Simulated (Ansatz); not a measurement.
# AlHBr (SMILES [AlH][Br]): UPBE0/STO-3G

What is the electronic atomisation energy of AlHBr at UPBE0/STO-3G? 

Program for the calculation: Ansatz 0.2.0.

59 further runs of the same task are left out: 10 that didn't finish, 49 set aside as unsound or not needed.

### 1 The system as given

AlHBr: 3 atoms, total charge 0, spin state doublet. SMILES: `[AlH][Br]`. The coordinates come from a PBE0-D4/def2-TZVP relaxation.

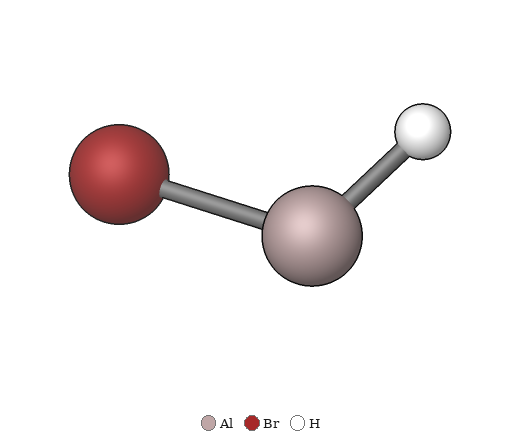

Viewed from a chosen angle; aluminium light grey, bromine red, hydrogen white.

### 2 A single-point energy at UPBE0/STO-3G

input.yaml reads:

```yaml
crystal:
  periodic: [false, false, false]
  atoms:
    - {symbol: Al, position_ang: [-0.296700, -0.628000, -0.239100]}
    - {symbol: Br, position_ang: [1.584500, 0.008600, 0.871100]}
    - {symbol: H, position_ang: [-1.298900, 0.554600, -0.645300]}
basis:
  gaussian:
    orbitals: STO-3G
magnetization:
  spin_polarized: true
  initial_magnetization: 1
hamiltonian:
  xc: {name: PBE0}
accuracy: high
```

Started as:

```
$ ansatz run input.yaml --threads 1 --pin off --max-ram 2610MiB --events-out events.jsonl --progress --plain --runs-dir runs
```

Log:

```text
Warning: RAYON_NUM_THREADS=1 ignored (pool sized by the plan → 1); use --threads N
Functional definition: PBE0
  name "PBE0"
  parameter a = 0.25
  parameter kappa = 0.804
  parameter beta = 0.06672455060314922
  exchange = (1 - a)*pbe_x(kappa = kappa, mu = beta*pi^2/3) + a*exact_x
  correlation = pbe_c(beta = beta)
390 factors; integrals over basis functions are off by at most 1.2e-8 eV
mean field evaluation 1: about -75802.8741 eV, gradient 1.2e1 eV
mean field evaluation 2: about -75803.3448 eV, gradient 1.1e1 eV
mean field evaluation 4: about -75804.4174 eV, gradient 2.3e-1 eV
mean field evaluation 8: about -75804.4076 eV, gradient 1.2e-3 eV
mean field evaluation 16: about -75804.4076 eV, gradient 7.4e-8 eV
mean field -75804.40760227 eV, -2785.7605973106 hartree, gradient 7.4e-8 eV, S^2 0.753004; 0 other end points of the search recorded, 0 dependent functions left out
reference -75804.40760352 eV, -2785.7605973564 hartree; 25, 24 occupied and 3, 4 virtual orbitals, 390 factors
Total energy: -75804.40760352 eV, -2785.7605973564 hartree
```

Wall time 2 s (1 thread of Arm Neoverse V1, shared host); peak memory 0.13 GiB.

### 3 The Al atom, same level

in.yaml reads:

```yaml
crystal:
  periodic: [false, false, false]
  atoms:
    - {symbol: Al, position_ang: [0.000000, 0.000000, 0.000000]}
basis:
  gaussian: {orbitals: STO-3G}
accuracy: high
magnetization: {spin_polarized: true, initial_magnetization: 1}
hamiltonian: {xc: pbe0}
```

Run the same way, it converges to -239.20718 Eh (log not shown).

### 4 The Br atom

run.yaml reads:

```yaml
crystal:
  periodic: [false, false, false]
  atoms:
    - {symbol: Br, position_ang: [0.000000, 0.000000, 0.000000]}
basis:
  gaussian: {orbitals: STO-3G}
magnetization: {spin_polarized: true, initial_magnetization: 1}
hamiltonian: {xc: {name: PBE0}}
accuracy: high
```

Started as:

```
$ ansatz run run.yaml --threads 1 --pin off --max-ram 2610MiB --events-out events.jsonl --progress --plain --runs-dir runs
```

Log, cut to the lines that bear on the results:

```text
Warning: RAYON_NUM_THREADS=1 ignored (pool sized by the plan → 1); use --threads N
[... 7 set-up lines as earlier in the session ...]
139 factors; integrals over basis functions are off by at most 4.2e-9 eV
mean field evaluation 1: about -69272.8093 eV, gradient 1.9e-1 eV
mean field evaluation 2: about -69272.8094 eV, gradient 3.6e-3 eV
mean field evaluation 4: about -69272.8108 eV, gradient 2.5e-6 eV
mean field evaluation 8: about -69272.8108 eV, gradient 1.3e-10 eV
mean field -69272.81078345 eV, -2545.7288414942 hartree, gradient 1.3e-10 eV, S^2 0.750000; 0 other end points of the search recorded, 0 dependent functions left out
reference -69272.81078411 eV, -2545.7288415183 hartree; 18, 17 occupied and 0, 1 virtual orbitals, 139 factors
Total energy: -69272.81078411 eV, -2545.7288415183 hartree
```

Wall time 0.52 s (1 thread of Arm Neoverse V1, shared host); peak memory 0.09 GiB.

### 5 The H atom, same level

run.yaml reads:

```yaml
crystal:
  periodic: [false, false, false]
  atoms:
    - {symbol: H, position_ang: [0.000000, 0.000000, 0.000000]}
basis:
  gaussian:
    orbitals: STO-3G
accuracy: high
hamiltonian:
  xc: pbe0
magnetization:
  spin_polarized: true
  initial_magnetization: 1
```

Started as:

```
$ ansatz run run.yaml --threads 1 --pin off --max-ram 2610MiB --events-out events.jsonl --progress --plain --runs-dir runs
```

Log, cut to the lines that bear on the results:

```text
Warning: RAYON_NUM_THREADS=1 ignored (pool sized by the plan → 1); use --threads N
[... 7 set-up lines as earlier in the session ...]
1 factors; integrals over basis functions are off by at most 4.6e-10 eV
mean field evaluation 1: about -12.6944 eV, gradient 0.0e0 eV
mean field evaluation 2: about -12.6944 eV, gradient 0.0e0 eV
mean field -12.69435959 eV, -0.4665091103 hartree, gradient 0.0e0 eV, S^2 0.750000; 0 other end points of the search recorded, 0 dependent functions left out
reference -12.69436041 eV, -0.4665091406 hartree; 1, 0 occupied and 0, 1 virtual orbitals, 1 factors
Total energy: -12.69436041 eV, -0.4665091406 hartree
```

Wall time 0.08 s (1 thread of Arm Neoverse V1, shared host).

### 6 Outcome

At UPBE0/STO-3G:

```
                     quantity           value
       molecule: total energy  -2785.76060 Eh
               molecule: ⟨S²⟩           0.753
        Al atom: total energy   -239.20718 Eh
                Al atom: ⟨S²⟩           0.750
        Br atom: total energy  -2545.72884 Eh
                Br atom: ⟨S²⟩           0.750
         H atom: total energy     -0.46651 Eh
                 H atom: ⟨S²⟩           0.750
electronic atomisation energy        9.743 eV
```

In words: Taking the molecule apart into free atoms costs 9.74 eV (225 kcal/mol), before zero-point energy and without spin-orbit coupling. In a minimal basis such a difference can be off by several eV, whatever the method.
